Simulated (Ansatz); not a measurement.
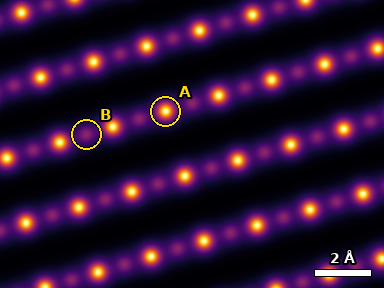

Map of the projected electrostatic potential of PmP (Pm-3m, No. 221) along [211]. Computed as the sum of neutral-atom potentials (tabulated electron scattering factors, B = 0.8 Å²) projected along the beam and smoothed by 0.25 Å; brighter is more positive. Structure used: a calculation's starting geometry; the starting structure was generated, so it need not be a known form of this composition.

```
Pm P
1.0
     3.48815    0.00000    0.00000
     0.00000    3.48815    0.00000
     0.00000    0.00000    3.48815
Pm P
1 1
Direct
  0.00000 0.00000 0.00000
  0.50000 0.50000 0.50000
```

### Assign the marked columns.

A: Pm (1 Pm per 8.54 Å along the beam; the brightest kind). B: P (1 P per 8.54 Å along the beam; about 35 % of the brightest peak). Brightness is counted from the darkest point of the image.
